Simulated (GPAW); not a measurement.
# Screening of a field by NbSi2As4 monolayer, part 2 of 2

Aim: the dipole that a field along the normal induces in NbSi2As4 monolayer.

GPAW 26.7.0; GPAW, PAW setups; layer in a repeated cell with vacuum, relaxation of atoms and in-plane cell (the session's first sound run).

So far. Step 5 (Field on): The dipole is now -0.0789 e Å, against -7.5e-4 in the run without a field.

### Step 8. In a field

Level of this step: GPAW, PAW setups; slab in vacuum (GPAW).

The input, run.py:

```python
import json
import numpy as np
from ase import Atoms
from gpaw import GPAW, PW
from gpaw.external import ConstantElectricField

slab = Atoms(
    ['As', 'Si', 'As', 'Nb', 'As', 'Si', 'As'],
    positions=[
        [0.00000, 0.00000, 8.00000],
        [-0.00000, 2.12493, 9.09961],
        [-0.00000, 2.12493, 11.47725],
        [0.00000, 0.00000, 13.01694],
        [-0.00000, 2.12493, 14.55662],
        [-0.00000, 2.12493, 16.93426],
        [0.00000, -0.00000, 18.03387]],
    cell=[[3.6805, -0.0, 0.0], [-1.84025, 3.1874, 0.0], [0.0, 0.0, 26.0339]],
    pbc=[True, True, False],
    magmoms=[0.0, 0.0, 0.0, 1.0, 0.0, 0.0, 0.0])

slab.calc = GPAW(mode=PW(400), xc='PBE', kpts={'size': (9, 9, 1), 'gamma': True},
                 occupations={'name': 'fermi-dirac', 'width': 0.05}, nbands='200%',
                 convergence={'density': 1e-05}, maxiter=200,
                 poissonsolver={'dipolelayer': 'xy'},
                 external=ConstantElectricField(0.1, [0, 0, 1]),
                 symmetry={'tolerance': 1e-3}, txt='slab.txt')
result = {}
energy = slab.get_potential_energy()
fermi = slab.calc.get_fermi_level()
v = slab.calc.get_electrostatic_potential().mean((0, 1)) - fermi
n = slab.calc.get_pseudo_density().mean((0, 1))
L = slab.cell[2, 2]
z = np.arange(len(v)) * L / len(v)
low, high = slab.positions[:, 2].min(), slab.positions[:, 2].max()
below, above = np.interp([low - 5.8, high + 5.8], z, v)
slopes = [np.interp(x, z, np.gradient(v, z)) for x in (low - 5.8, high + 5.8)]
eps = np.array([[slab.calc.get_eigenvalues(k, s) for k in range(len(slab.calc.get_ibz_k_points()))]
                for s in range(slab.calc.get_number_of_spins())]) - fermi
top, bottom = eps[eps < 0].max(), eps[eps > 0].min()
dipole = slab.get_dipole_moment()[2]
print(f'energy {energy:.4f} eV, Fermi level {fermi:.4f} eV, dipole {dipole:.5f} e A')
print(f'potential 5.8 A off the faces, from the Fermi level: lower {below:.4f} eV, upper {above:.4f} eV')
print(f'slope of the potential there: lower {slopes[0]:.5f}, upper {slopes[1]:.5f} eV/A')
print(f'nearest levels on the mesh: {top:.4f} and {bottom:.4f} eV')
print('magnetic moment', round(slab.get_magnetic_moment(), 3))
result.update(energy=energy, fermi=fermi, dipole=dipole, below=below, above=above, slopes=slopes, edges=[top, bottom],
              z=z.tolist(), v=v.tolist(), n=n.tolist(), positions=slab.positions.tolist(),
              forces=slab.get_forces(apply_constraint=False).tolist(), moments=slab.get_magnetic_moments().tolist())
json.dump(result, open('result.json', 'w'))
```

Command:

```console
$ OMP_NUM_THREADS=1 OPENBLAS_NUM_THREADS=1 python run.py
```

The log of the run:

```text
energy -40.9580 eV, Fermi level 0.4487 eV, dipole 0.07894 e A
potential 5.8 A off the faces, from the Fermi level: lower 5.6105 eV, upper 4.3924 eV
slope of the potential there: lower -0.00003, upper 0.00010 eV/A
nearest levels on the mesh: -0.0271 and 0.0356 eV
magnetic moment -0.001
```

The job ended after 16 min (1 thread of Arm Neoverse V1, shared host; peak memory 0.64 GiB).

The electrostatic potential energy of an electron (without an applied field's), less the Fermi level, planar mean oscillates, so the rows of the table below give means over windows of 2.5 Å about each position, cut where the curve ends. Its maxima inside the range that stand out by 2 % of the span (Å: eV): 1.8: 5.61, 8.6: -8.98, 10.3: 2.49, 12.2: -4.94, 13.8: -5.10, 15.7: 1.97, 17.4: -9.82. Its minima: 8.0: -13.6, 9.1: -10.7, 11.5: -12.1, 13.0: -16.2, 14.6: -12.4, 17.0: -11.4, 18.0: -14.5.

Table of electrostatic potential energy of an electron (without an applied field's), less the Fermi level, planar mean by z; means over each step:

| z (Å) | electrostatic potential energy of an electron (without an applied field's), less the Fermi level, planar mean (eV) |
| --- | --- |
| 0.0 | 5.52 |
| 2.5 | 5.61 |
| 5.0 | 5.56 |
| 7.5 | -3.75 |
| 10.0 | -3.35 |
| 12.5 | -10.1 |
| 15.0 | -4.24 |
| 17.5 | -9.23 |
| 20.0 | 3.61 |
| 22.5 | 4.39 |
| 25.0 | 4.42 |

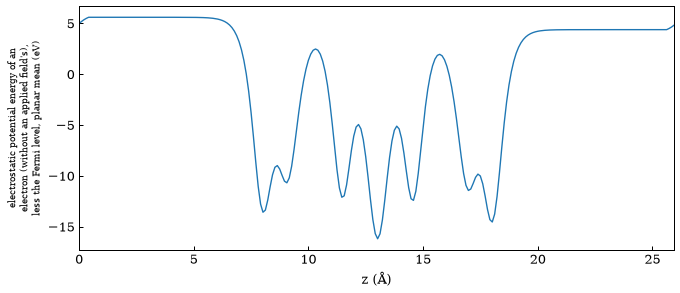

Electrostatic potential energy of an electron (without an applied field's), less the Fermi level, planar mean against z.

The dipole is now 0.0789 e Å, against -7.5e-4 in the run without a field.

### Step 9. Field on

run.py, as its differences from that of step 8:

```diff
@@ -24,3 +24,3 @@
                  poissonsolver={'dipolelayer': 'xy'},
-                 external=ConstantElectricField(0.1, [0, 0, 1]),
+                 external=ConstantElectricField(0.2, [0, 0, 1]),
                  symmetry={'tolerance': 1e-3}, txt='slab.txt')
```

The log of the run:

```text
energy -40.9698 eV, Fermi level 0.4475 eV, dipole 0.15784 e A
potential 5.8 A off the faces, from the Fermi level: lower 6.2218 eV, upper 3.7860 eV
slope of the potential there: lower 0.00000, upper 0.00013 eV/A
nearest levels on the mesh: -0.0273 and 0.0358 eV
magnetic moment -0.0
```

It took 14 min on 1 thread; peak memory 0.64 GiB.

The electrostatic potential energy of an electron (without an applied field's), less the Fermi level, planar mean oscillates, so the rows of the table below give means over windows of 1.77 Å about each position, cut where the curve ends. Its maxima inside the range that stand out by 2 % of the span (Å: eV): 2.0: 6.22, 8.6: -8.56, 10.3: 2.75, 12.2: -4.86, 13.8: -5.18, 15.7: 1.70, 17.4: -10.2. Its minima: 8.0: -13.1, 9.1: -10.3, 11.5: -11.9, 13.0: -16.2, 14.6: -12.6, 17.0: -11.8, 18.0: -15.0.

The electrostatic potential energy of an electron (without an applied field's), less the Fermi level, planar mean by z; means over each step:

| z (Å) | electrostatic potential energy of an electron (without an applied field's), less the Fermi level, planar mean (eV) |
| --- | --- |
| 0.89 | 6.09 |
| 2.66 | 6.22 |
| 4.43 | 6.22 |
| 6.20 | 5.55 |
| 7.97 | -7.39 |
| 9.74 | -2.70 |
| 11.51 | -6.44 |
| 13.28 | -10.2 |
| 15.05 | -4.88 |
| 16.82 | -7.53 |
| 18.59 | -5.54 |
| 20.36 | 3.65 |
| 22.13 | 3.79 |
| 23.90 | 3.79 |
| 25.67 | 3.89 |

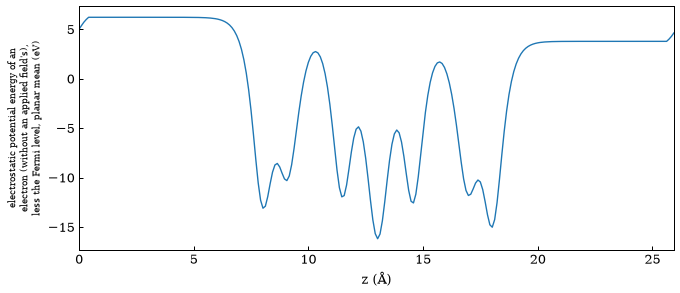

Electrostatic potential energy of an electron (without an applied field's), less the Fermi level, planar mean against z.

The dipole is now 0.158 e Å, against -7.5e-4 in the run without a field.

### Step 10. Field on

run.py, as its differences from that of step 9:

```diff
@@ -24,3 +24,3 @@
                  poissonsolver={'dipolelayer': 'xy'},
-                 external=ConstantElectricField(0.2, [0, 0, 1]),
+                 external=ConstantElectricField(0.3, [0, 0, 1]),
                  symmetry={'tolerance': 1e-3}, txt='slab.txt')
```

The log of the run:

```text
energy -40.9896 eV, Fermi level 0.4457 eV, dipole 0.23683 e A
potential 5.8 A off the faces, from the Fermi level: lower 6.8351 eV, upper 3.1805 eV
slope of the potential there: lower 0.00003, upper 0.00017 eV/A
nearest levels on the mesh: -0.0274 and 0.0360 eV
magnetic moment -0.0
```

It took 14 min on 1 thread; peak memory 0.64 GiB.

The dipole is now 0.237 e Å, against -7.5e-4 in the run without a field.

### Step 11. The series

The members are put on one axis.

This step: induced dipole against applied field (GPAW 26.7.0).

Dipole along the normal against field:

| field (V/Å) | dipole along the normal (e·Å) |
| --- | --- |
| -0.200 | -0.158 |
| -0.100 | -0.0789 |
| -0.050 | -0.0395 |
| 0.000 | -7.5e-4 |
| 0.050 | 0.0395 |
| 0.100 | 0.0789 |
| 0.200 | 0.158 |
| 0.300 | 0.237 |

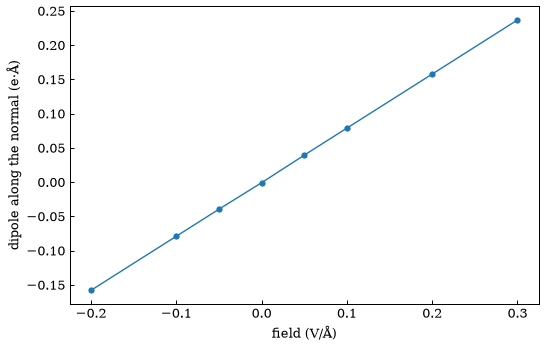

Dipole along the normal against field.

### Step 12. A changed run

One more run, with changed settings.

This step: GPAW, PAW setups; slab in vacuum (GPAW 26.7.0).

run.py, as its differences from that of step 10:

```diff
@@ -4,3 +4,2 @@
 from gpaw import GPAW, PW
-from gpaw.external import ConstantElectricField
 
@@ -20,7 +19,6 @@
 
-slab.calc = GPAW(mode=PW(400), xc='PBE', kpts={'size': (9, 9, 1), 'gamma': True},
+slab.calc = GPAW(mode=PW(400), xc='pbe96', kpts={'size': (9, 9, 1), 'gamma': True},
                  occupations={'name': 'fermi-dirac', 'width': 0.05}, nbands='200%',
-                 convergence={'density': 1e-05}, maxiter=200,
+                 convergence={'density': 1e-05}, maxiter=75,
                  poissonsolver={'dipolelayer': 'xy'},
-                 external=ConstantElectricField(0.3, [0, 0, 1]),
                  symmetry={'tolerance': 1e-3}, txt='slab.txt')
```

The log of the run:

```text
NameError: Unknown functional: pbe96.
```

The job ended after 0.94 s (1 thread; peak memory 0.1 GiB).

The input was rejected at the start.

The program's message: “NameError: Unknown functional: pbe96.”

The change that led to it: xc = "pbe96".

### Step 13. Outcome

```yaml
work_function_upper_and_lower_face: 5.005 and 4.996 eV
dipole_along_the_normal: -7.5e-4 e Å
induced_dipole_per_field: 0.789 e Å per V/Å
out_of_plane_polarisability_per_area_alpha_eps_0_a: 12.2 Å
```

The field induces 0.789 e Å per V/Å, a polarisable thickness α/(ε0 A) of 12.2 Å beside 10.0 Å between the outermost nuclei. A perfect conductor would give the distance between its two image planes; a dielectric of thickness t gives t(1 - 1/ε). The induced dipole is linear in the field over this range. The small printed dipole stands for a step of 11 meV from the lower to the upper face, and the probes find 9.3 meV; values this small are near the numerical noise of both. One magnetic start was tried; another order may lie lower. The layer's cell and atoms come from the relaxation; spin-orbit coupling and temperature are left out.

[Logs are printed without paths, hosts, clocks, repeated set-up lines and the standing remarks that a program may print on its own settings, such as how far it seeks lower states.]

[Hosts, paths, dates, database ids (printed as entryN), source tags and the programs' standing remarks are cut or masked in the printed files.]
